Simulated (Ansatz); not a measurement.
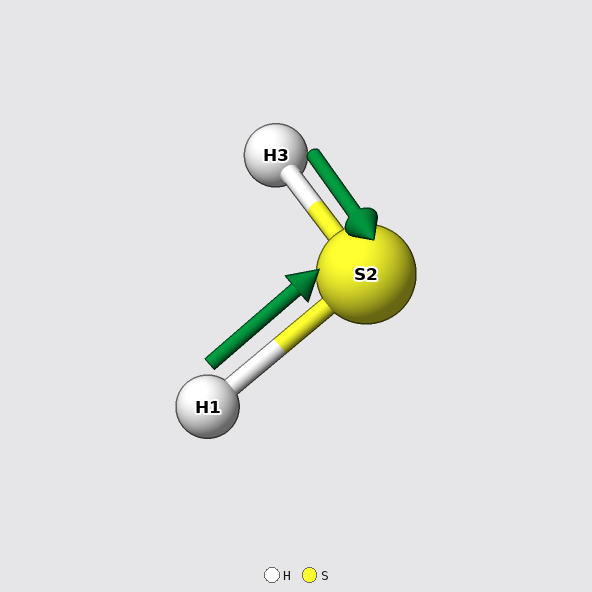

The arrows show one normal mode. Harmonic vibrations computed with RKS PBE0-D4/def2-TZVP (Ansatz 0.2.0) at a stationary point of the same level.

What kind of motion is it?

Answer. Mostly in-phase stretching of 2 S–H bonds.

Estimate its harmonic wavenumber.

Answer. 2724 cm⁻¹; it is mode 2 of 3 counted from the lowest.
